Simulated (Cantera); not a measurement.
Input: 1 mol CuO, 0.98 mol CO, held at 0.133 bar.

These are equilibrium values from Cantera (NASA tables, ideal gas, pure condensed phases), not measurements of a reactor. Candidate condensed phases: C, Cu, CuO, Cu₂O; 15 gas species. Each liquid is taken as pure. Mutual solubility and eutectic melting of coexisting phases are not modelled. Rates play no part.

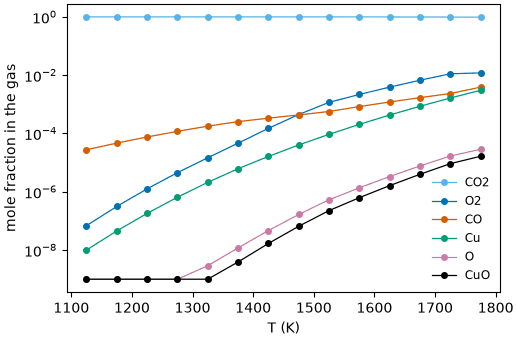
Fig. 1. Equilibrium gas composition (values under 1e-9 drawn at 1e-9)

**Question.** Read off the mole fractions at 1525 K.

**Answer.** CO₂ about 1.00, O₂ about 0.0012, CO about 0.00057, Cu about 9.3e-5, O about 5.3e-7, CuO about 2.3e-7.
